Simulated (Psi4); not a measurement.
Geometry relaxation of N2 (part 3 of 3)

N2, SMILES N#N; r2SCAN/6-31G*, RKS (Psi4 1.11). The geometry comes from this level: PBE0-D4/def2-TZVP.

Geometry of the input (Å):
```
N  0.4655  -0.1503  0.2398
N  -0.4655  0.1503  -0.2398
```

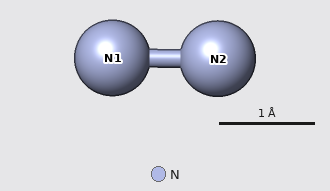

The geometry at step 2 of the log (ball-and-stick view, seen at a tilt; atoms are numbered from 1 in the order of the input).

Log, continued
```
    J tasked:                  Yes
    K tasked:                   No
    wK tasked:                  No
    Integrals threads:           1
    Screening Type:           CSAM
    Screening Cutoff:        1E-12
    Incremental Fock:           No

   @RKS iter   6:  -109.46372634116649   -1.09464e+02   4.02189e-06 DIIS
   @RKS iter   7:  -109.46372634217909   -1.01259e-09   5.54792e-07 DIIS
   @RKS iter   8:  -109.46372634219330   -1.42109e-11   3.30363e-07 DIIS
   @RKS iter   9:  -109.46372634220144   -8.14282e-12   7.55994e-09 DIIS
  Energy and wave function converged.

  ==> Post-Iterations <==

   Electrons on quadrature grid:
      Ntotal   =   14.0000002791 ; deviation = 2.791e-07

    Final Occupation by Irrep:
             Ag   B1g   B2g   B3g    Au   B1u   B2u   B3u
    DOCC [     3,    0,    0,    0,    0,    1,    1,    2 ]
    NA   [     3,    0,    0,    0,    0,    1,    1,    2 ]
    NB   [     3,    0,    0,    0,    0,    1,    1,    2 ]

  @RKS Final Energy:  -109.46372634220144

   => Energetics <=

    Nuclear Repulsion Energy =             23.4015954583408039
    One-Electron Energy =                -194.0206396661941426
    Two-Electron Energy =                  74.7659064153727542
    DFT Exchange-Correlation Energy =     -13.6105885497208607
    Empirical Dispersion Energy =           0.0000000000000000
    VV10 Nonlocal Energy =                  0.0000000000000000
    Total Energy =                       -109.4637263422014399

Computation Completed

Properties will be evaluated at   0.000000,   0.000000,   0.000000 [a0]

Properties computed using the SCF density matrix

 Multipole Moments:

 ------------------------------------------------------------------------------------
     Multipole            Electronic (a.u.)      Nuclear  (a.u.)        Total (a.u.)
 ------------------------------------------------------------------------------------

 L = 1.  Multiply by 2.5417464519 to convert [e a0] to [Debye]
 Dipole X            :          0.0000000            0.0000000            0.0000000
 Dipole Y            :          0.0000000            0.0000000            0.0000000
 Dipole Z            :          0.0000000            0.0000000            0.0000000
 Magnitude           :                                                    0.0000000

 ------------------------------------------------------------------------------------

	total time  =          2 seconds =       0.03 minutes

         ------------------------------------------------------------
                                   SCF GRAD
         ------------------------------------------------------------

  ==> Geometry <==

    Molecular point group: d2h
    Full point group: D_inf_h

    Geometry (in Angstrom), charge = 0, multiplicity = 1:

       Center              X                  Y                   Z               Mass
    ------------   -----------------  -----------------  -----------------  -----------------
         N            0.554015288594     0.000000000000     0.000000000000    14.003074004430
         N           -0.554015288594    -0.000000000000     0.000000000000    14.003074004430

  Nuclear repulsion =   23.401595458340804

   => Molecular Quadrature <=

    Radial Scheme          =       TREUTLER
    Pruning Scheme         =           NONE
    Nuclear Scheme         =       TREUTLER

    Blocking Scheme        =         OCTREE
    BS radius alpha        =              1
    Pruning alpha          =              1
    Radial Points          =             75
    Spherical Points       =            302
    Total Points           =          41872
    Total Blocks           =            376
    Max Points             =            256
    Max Functions          =             30
    Weights Tolerance      =       1.00E-15

  -Total Gradient:
     Atom            X                  Y                   Z
    ------   -----------------  -----------------  -----------------
       1       -0.000381844692    -0.000000000000     0.000000000000
       2        0.000381844692     0.000000000000     0.000000000000

	total time  =          0 seconds =       0.00 minutes

    			-----------------------------------------

    			 OPTKING 3.0: for geometry optimizations

    			        with contributions from

    			-----------------------------------------

	                            ===> Fragment 1 <==

	 Z (Atomic Numbers)          Masses                          Geom
	       7.000000            14.003074          1.04693716  0.00000000  0.00000000
	       7.000000            14.003074         -1.04693716 -0.00000000  0.00000000

	 - Coordinate -           - BOHR/RAD -       - ANG/DEG -
	 R(1,2)           =         2.093874           1.108031

	        --- Internal Coordinate Step in ANG or DEG, aJ/ANG or AJ/DEG ---
	-------------------------------------------------------------------------------
	           Coordinate      Previous         Force          Change          New
	           ----------      --------        ------          ------        ------
	               R(1,2)       1.10803        0.00315        0.00012       1.10815
	-------------------------------------------------------------------------------

	                                 ==> Convergence Check <==

	Measures of convergence in internal coordinates in au.

	Criteria marked as inactive (o), active & met (*), and active & unmet ( ).

	----------------------------------------------------------------------------------------------
	   Step    Total Energy     Delta E     Max Force     RMS Force      Max Disp      RMS Disp
	----------------------------------------------------------------------------------------------
	  Convergence Criteria     1.00e-06 *    3.00e-04 *             o    1.20e-03 *             o
	----------------------------------------------------------------------------------------------
	     3    -109.46372634   -9.28e-06      3.82e-04      3.82e-04 o    2.28e-04 *    2.28e-04 o  ~
	----------------------------------------------------------------------------------------------

Next Geometry in Ang
	Fragment 1 (Ang)

	    N   0.5540755306   0.0000000000   0.0000000000
	    N  -0.5540755306  -0.0000000000   0.0000000000

    Structure for next step:
    Molecular point group: d2h
    Full point group: D_inf_h

    Geometry (in Angstrom), charge = 0, multiplicity = 1:

    N            0.554075530642     0.000000000000     0.000000000000
    N           -0.554075530642    -0.000000000000     0.000000000000

gradient() will perform analytic gradient computation.

  ==> Geometry <==

    Molecular point group: d2h
    Full point group: D_inf_h

    Geometry (in Angstrom), charge = 0, multiplicity = 1:

       Center              X                  Y                   Z               Mass
    ------------   -----------------  -----------------  -----------------  -----------------
         N            0.554075530642     0.000000000000     0.000000000000    14.003074004430
         N           -0.554075530642    -0.000000000000     0.000000000000    14.003074004430

  Running in d2h symmetry.

  Rotational constants: A = ************  B =      1.96067  C =      1.96067 [cm^-1]
  Rotational constants: A = ************  B =  58779.49866  C =  58779.49866 [MHz]
  Nuclear repulsion =   23.399051112015968

  Charge       = 0
  Multiplicity = 1
  Electrons    = 14
  Nalpha       = 7
  Nbeta        = 7

   => Auxiliary Basis Set <=

  Basis Set: (6-31G* AUX)
    Blend: CC-PVDZ-JKFIT
    Number of shells: 48
    Number of basis functions: 162
    Number of Cartesian functions: 162
    Spherical Harmonics?: false
    Max angular momentum: 3

  Cached 100.0% of DFT collocation blocks in 0.090 [GiB].

  Minimum eigenvalue in the overlap matrix is 9.0835002427E-03.
  Reciprocal condition number of the overlap matrix is 2.2191368205E-03.
    Using symmetric orthogonalization.

  ==> Iterations <==

                           Total Energy        Delta E     RMS |[F,P]|

   @DF-RKS iter   0:  -109.46360842960878   -1.09464e+02   4.26343e-05
   @DF-RKS iter   1:  -109.46373373046050   -1.25301e-04   6.96288e-06 DIIS
   @DF-RKS iter   2:  -109.46373373274118   -2.28067e-09   4.35531e-06 DIIS
   @DF-RKS iter   3:  -109.46373373412480   -1.38363e-09   2.12408e-07 DIIS
   @DF-RKS iter   4:  -109.46373373412787   -3.06954e-12   3.11352e-08 DIIS
   @DF-RKS iter   5:  -109.46373373412793   -5.68434e-14   1.42147e-10 DIIS

  DF guess converged.

  ==> DirectJK: Integral-Direct J/K Matrices <==

    J tasked:                  Yes
    K tasked:                   No
    wK tasked:                  No
    Integrals threads:           1
    Screening Type:           CSAM
    Screening Cutoff:        1E-12
    Incremental Fock:           No

   @RKS iter   6:  -109.46372626028251   -1.09464e+02   4.02259e-06 DIIS
   @RKS iter   7:  -109.46372626129561   -1.01309e-09   5.54948e-07 DIIS
   @RKS iter   8:  -109.46372626130982   -1.42109e-11   3.30429e-07 DIIS
   @RKS iter   9:  -109.46372626131796   -8.14282e-12   7.57001e-09 DIIS
  Energy and wave function converged.

  ==> Post-Iterations <==

   Electrons on quadrature grid:
      Ntotal   =   14.0000002796 ; deviation = 2.796e-07

    Orbital Energies [Eh]
    ---------------------

    Doubly Occupied:

       1Ag   -14.286287     1B3u  -14.285017     2Ag    -1.083025
       2B3u   -0.521442     1B1u   -0.432333     1B2u   -0.432333
       3Ag    -0.384951

    Virtual:

       1B2g   -0.056968     1B1g   -0.056968     3B3u    0.422740
       4Ag     0.599128     2B2u    0.623158     2B1u    0.623158
       5Ag     0.649177     4B3u    0.775332     2B1g    0.777862
       2B2g    0.777862     5B3u    1.280549     6Ag     1.443098
       1B3g    1.443098     3B2u    1.531499     3B1u    1.531499
       1Au     1.947050     6B3u    1.947050     7Ag     2.436740
       3B2g    2.627529     3B1g    2.627529     7B3u    2.859607
       8Ag     3.359482     8B3u    3.678407

    Final Occupation by Irrep:
             Ag   B1g   B2g   B3g    Au   B1u   B2u   B3u
    DOCC [     3,    0,    0,    0,    0,    1,    1,    2 ]
    NA   [     3,    0,    0,    0,    0,    1,    1,    2 ]
    NB   [     3,    0,    0,    0,    0,    1,    1,    2 ]

  @RKS Final Energy:  -109.46372626131796

   => Energetics <=

    Nuclear Repulsion Energy =             23.3990511120159681
    One-Electron Energy =                -194.0157452343866282
    Two-Electron Energy =                  74.7634039734571729
    DFT Exchange-Correlation Energy =     -13.6104361124044786
    Empirical Dispersion Energy =           0.0000000000000000
    VV10 Nonlocal Energy =                  0.0000000000000000
    Total Energy =                       -109.4637262613179587

Computation Completed

Properties will be evaluated at   0.000000,   0.000000,   0.000000 [a0]

Properties computed using the SCF density matrix

 Multipole Moments:

 ------------------------------------------------------------------------------------
     Multipole            Electronic (a.u.)      Nuclear  (a.u.)        Total (a.u.)
 ------------------------------------------------------------------------------------

 L = 1.  Multiply by 2.5417464519 to convert [e a0] to [Debye]
 Dipole X            :          0.0000000            0.0000000            0.0000000
 Dipole Y            :          0.0000000            0.0000000            0.0000000
 Dipole Z            :          0.0000000            0.0000000            0.0000000
 Magnitude           :                                                    0.0000000

 ------------------------------------------------------------------------------------

	total time  =          2 seconds =       0.03 minutes

         ------------------------------------------------------------
                                   SCF GRAD
         ------------------------------------------------------------

  ==> Geometry <==

    Molecular point group: d2h
    Full point group: D_inf_h

    Geometry (in Angstrom), charge = 0, multiplicity = 1:

       Center              X                  Y                   Z               Mass
    ------------   -----------------  -----------------  -----------------  -----------------
         N            0.554075530642     0.000000000000     0.000000000000    14.003074004430
         N           -0.554075530642    -0.000000000000     0.000000000000    14.003074004430

  Nuclear repulsion =   23.399051112015968

   => Molecular Quadrature <=

    Radial Scheme          =       TREUTLER
    Pruning Scheme         =           NONE
    Nuclear Scheme         =       TREUTLER

    Blocking Scheme        =         OCTREE
    BS radius alpha        =              1
    Pruning alpha          =              1
    Radial Points          =             75
    Spherical Points       =            302
    Total Points           =          41872
    Total Blocks           =            376
    Max Points             =            256
    Max Functions          =             30
    Weights Tolerance      =       1.00E-15

  -Total Gradient:
     Atom            X                  Y                   Z
    ------   -----------------  -----------------  -----------------
       1       -0.000024613192    -0.000000000000     0.000000000000
       2        0.000024613192     0.000000000000     0.000000000000

	total time  =          0 seconds =       0.00 minutes

    			-----------------------------------------

    			 OPTKING 3.0: for geometry optimizations

    			        with contributions from

    			-----------------------------------------

	                            ===> Fragment 1 <==

	 Z (Atomic Numbers)          Masses                          Geom
	       7.000000            14.003074          1.04705101  0.00000000  0.00000000
	       7.000000            14.003074         -1.04705101 -0.00000000  0.00000000

	 - Coordinate -           - BOHR/RAD -       - ANG/DEG -
	 R(1,2)           =         2.094102           1.108151

	        --- Internal Coordinate Step in ANG or DEG, aJ/ANG or AJ/DEG ---
	-------------------------------------------------------------------------------
	           Coordinate      Previous         Force          Change          New
	           ----------      --------        ------          ------        ------
	               R(1,2)       1.10815        0.00020        0.00001       1.10816
	-------------------------------------------------------------------------------

	                                 ==> Convergence Check <==

	Measures of convergence in internal coordinates in au.

	Criteria marked as inactive (o), active & met (*), and active & unmet ( ).

	----------------------------------------------------------------------------------------------
	   Step    Total Energy     Delta E     Max Force     RMS Force      Max Disp      RMS Disp
	----------------------------------------------------------------------------------------------
	  Convergence Criteria     1.00e-06 *    3.00e-04 *             o    1.20e-03 *             o
	----------------------------------------------------------------------------------------------
	     4    -109.46372626    8.09e-08 *    2.46e-05 *    2.46e-05 o    1.47e-05 *    1.47e-05 o  ~
	----------------------------------------------------------------------------------------------

Next Geometry in Ang
	Fragment 1 (Ang)

	    N   0.5540794154   0.0000000000   0.0000000000
	    N  -0.5540794154  -0.0000000000   0.0000000000

    Final optimized geometry and variables:
    Molecular point group: d2h
    Full point group: D_inf_h

    Geometry (in Angstrom), charge = 0, multiplicity = 1:

    N            0.554075530642     0.000000000000     0.000000000000
    N           -0.554075530642    -0.000000000000     0.000000000000

    Psi4 run time: 0:00:09.16

[set-up sections that repeat, and orbital energies of the middle runs, are left out above]
```

Standard output
```
Optimizer: Optimization complete!
```

Trajectory as extended XYZ (Å, eV, eV/Å), 4 frames, from step=0 to step=3
```
2
Properties=species:S:1:pos:R:3:forces:R:3 step=0 energy=-2978.63266
N     0.4655   -0.1503    0.2398    2.5891  -0.8360   1.3338
N    -0.4655    0.1503   -0.2398   -2.5891   0.8360  -1.3338
2
Properties=species:S:1:pos:R:3:forces:R:3 step=1 energy=-2978.65949
N     0.4726   -0.1526    0.2435    0.2627  -0.0848   0.1353
N    -0.4726    0.1526   -0.2435   -0.2627   0.0848  -0.1353
2
Properties=species:S:1:pos:R:3:forces:R:3 step=2 energy=-2978.65974
N     0.4734   -0.1528    0.2439    0.0168  -0.0054   0.0086
N    -0.4734    0.1528   -0.2439   -0.0168   0.0054  -0.0086
2
Properties=species:S:1:pos:R:3:forces:R:3 step=3 energy=-2978.65974
N     0.4734   -0.1529    0.2439    0.0011  -0.0003   0.0006
N    -0.4734    0.1529   -0.2439   -0.0011   0.0003  -0.0006
```

Summary

```json
{"quantity": "outcome", "value": "converged"}
{"quantity": "total energy", "value": "−109.463726 hartree"}
{"quantity": "basis functions", "value": "30"}
{"quantity": "HOMO", "value": "−10.48 eV"}
{"quantity": "LUMO", "value": "−1.55 eV"}
{"quantity": "dipole moment", "value": "0.00 D"}
{"quantity": "hardware", "value": "1 thread of Intel Xeon @ 2.90GHz (Ice Lake), 64 GiB of memory available, shared host"}
{"quantity": "wall time", "value": "11 s"}
{"quantity": "peak memory", "value": "0.31 GiB"}
```
